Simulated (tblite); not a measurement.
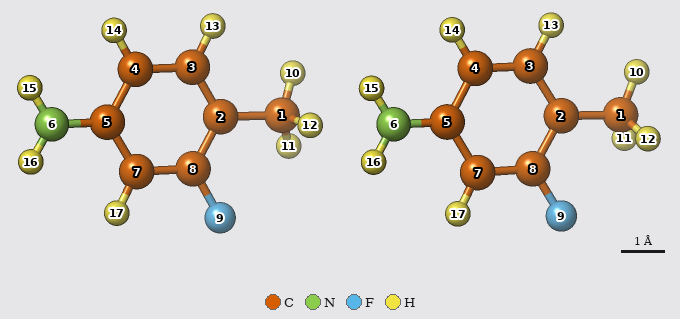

Two geometries of C₇H₈FN (charge +1, multiplicity 2), drawn at one scale. One is the start of a relaxation, the other its converged end. A ball-and-stick model, seen at a tilt.

Theory: tblite, GFN2-xTB geometry optimisation, gas phase. 

Which of the two is the end point?

Answer. The right one is the relaxed one. H12 moves most after the best rigid fit: 0.34 Å. Largest moves by element: H 0.34 Å, F 0.08 Å, N 0.06 Å, C 0.06 Å. Among the contacts that change: C5–N6 1.388 → 1.328 Å, C1–C2 1.513 → 1.466 Å, C3–C4 1.413 → 1.367 Å, C7–C8 1.400 → 1.367 Å. Among the angles between lasting bonds that change: H11–C1–H12 109.5° → 104.0°, C2–C3–H13 121.6° → 118.6°, C2–C8–F9 120.4° → 117.6°. After 82 geometry steps the energy has fallen by 24.7 kJ/mol.
